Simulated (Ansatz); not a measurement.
**Cl2HHfO···HCl (doublet): density, localisation and related maps**

```xyz
7

Hf   -0.2120   -0.3755   -0.5167
Cl   -0.3044    0.5374    3.4963
Cl    1.9742   -0.3641    0.5030
O    -1.2237    1.2445   -0.5979
H    -1.7347    2.0334   -0.6196
Cl   -1.1295   -2.3624   -1.4867
H     0.9118    0.3780    3.1521
```

Core potentials replace the inner electrons of Hf.

Level of theory: UHF/def2-SVP in Ansatz 0.2.0.

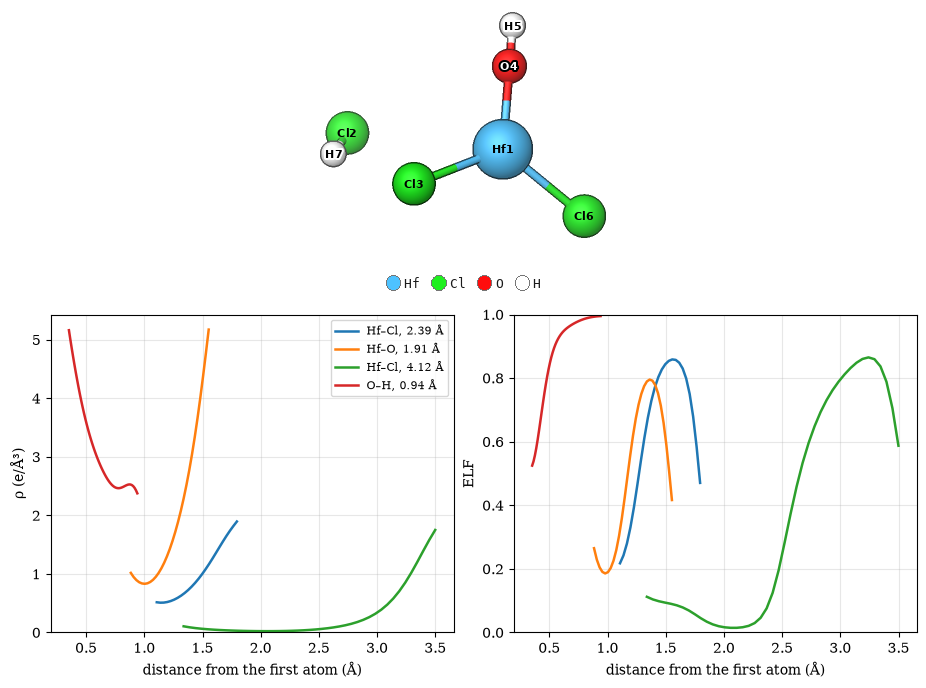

Figure 1. Electron density and electron localisation function along straight lines between neighbouring atoms. The curves leave out the atomic cores. The structure is drawn too.

Q: Compare the contacts.

A: Hf–Cl (2.39 Å): ρ is about 0.52 e/Å³ halfway; the ELF peaks at about 0.85 in the valence shell of Cl, 0.8 Å from its nucleus, and is about 0.35 at the midpoint.
Hf–O (1.91 Å): the density is about 0.86 e/Å³ at the midpoint; the ELF peaks at about 0.80 in the valence shell of O, 0.5 Å from its nucleus, and drops to about 0.20 between the two atoms.
Hf1···Cl2 (4.12 Å): the density falls to about 0.02 e/Å³ on the way; the ELF dips to about 0 between them (a non-bonded, intermolecular contact).
O–H (0.94 Å): ρ is about 3.9 e/Å³ halfway; the ELF climbs to about 1 towards the hydrogen, as it does in any bond to H: a covalent bond by its length.

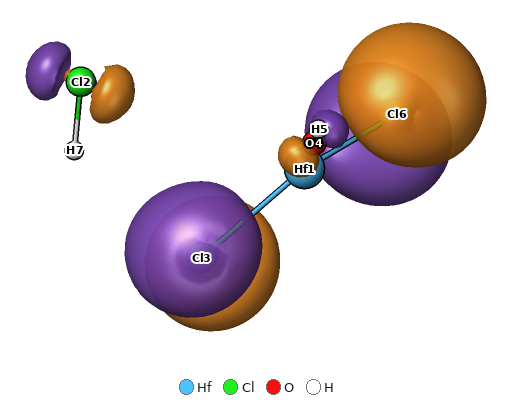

Figure 2. The HOMO (β) at ±0.08 Å⁻³ᐟ² (orange and purple are the two phases), seen from one side.

Q: What is the character of this orbital?

A: By Hirshfeld shares it lies mainly on Cl6 (about 55 %) and Cl3 (about 35 %); largely a combination of lone pairs on Cl6 and Cl3. Its energy is −12.43 eV.
